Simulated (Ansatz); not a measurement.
Exact exchange and the HOMO–LUMO gap of F2 (fluorine)

F2: 2 atoms, total charge 0, spin state singlet. SMILES: `FF`. The coordinates come from a PBE0-D4/def2-TZVP relaxation.

The HOMO–LUMO gap y, in eV, basis cc-pVTZ; a is the functional's share of exact exchange. Programs: Ansatz 0.2.0.

```
functional  program     a  y (eV)
      BLYP   Ansatz     0    4.22
       PBE   Ansatz     0    4.17
     B3LYP   Ansatz   0.2    7.59
      PBE0   Ansatz  0.25       ?
   r2SCAN0   Ansatz  0.25    9.03
     BHLYP   Ansatz   0.5   12.70
```

Problem. Fit y = c + s·a to the known rows and predict PBE0.

Solution. 
1. Means of the 5 rows: a = 0.1900, y = 7.542.
2. Σ(Δa)² = 0.172, Σ(Δa·Δy) = 2.9606, so the slope is 2.9606/0.172 = 17.213.
3. Intercept: 7.542 − (17.213) × 0.1900 = 4.272. The largest residual of the fit is 0.45.
4. PBE0: 4.272 + (17.213) × 0.25 = 8.58 eV.

The run gave 8.42 eV, so the prediction is off by +0.16 eV, within the scatter of the fit. Exact exchange lowers occupied levels and raises empty ones.

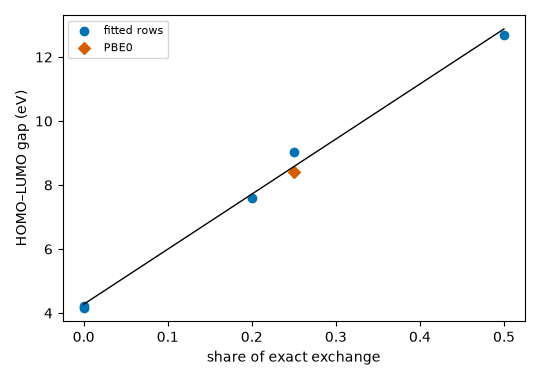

The fitted line, with the withheld row.
